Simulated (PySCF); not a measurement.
```xyz
3
charge 0, multiplicity 1
S     1.1726    1.6543   -0.4461
H     1.2070    1.7168    0.8933
H     2.1295    0.7149   -0.4810
```

What structure does this define?

The molecule is H2S. The point group is C2v. Coordination: 1 S bent.

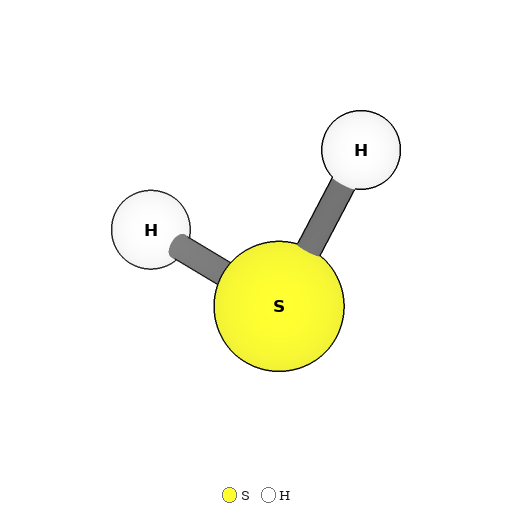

The picture comes from a calculation with PySCF.
